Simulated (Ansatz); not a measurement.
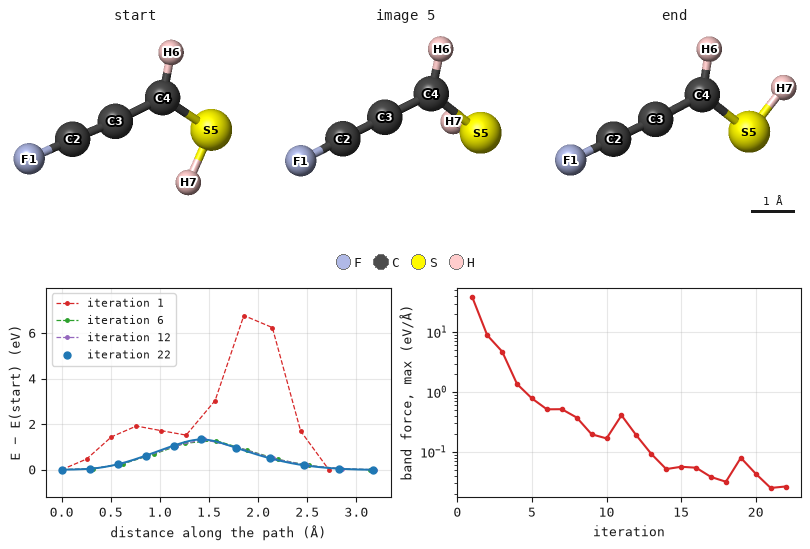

A search for the minimum-energy path of C$_{3}$H$_{2}$FS (charge +1) by the nudged elastic band. Images are numbered from 0 (start) to 10 (end). The plot follows the band through its iterations. A ball-and-stick model, seen at a tilt.

Method: RKS r2SCANh-D4/6-31G* (Ansatz). Run with 9 movable images; climbing image; force threshold 0.03 eV/Å; iteration limit 60; starting path through a guess of the saddle point.

### Judge this run.

The result is final at these settings. The band converged in 22 iterations. The largest component of the band force went from 38 to 0.026 eV/Å. The climbing image converged on the top of the path. Its vibrational analysis gives one imaginary mode (1198i cm⁻¹), as a transition state must have. The first iteration put the highest image at 6.77 eV. The two ends have nearly the same energy, and the highest point, image 5, lies 1.33 eV above the start.

Cost: 6.5 min on 2 threads of Arm Neoverse V2 (shared host), peak memory 0.2 GiB.
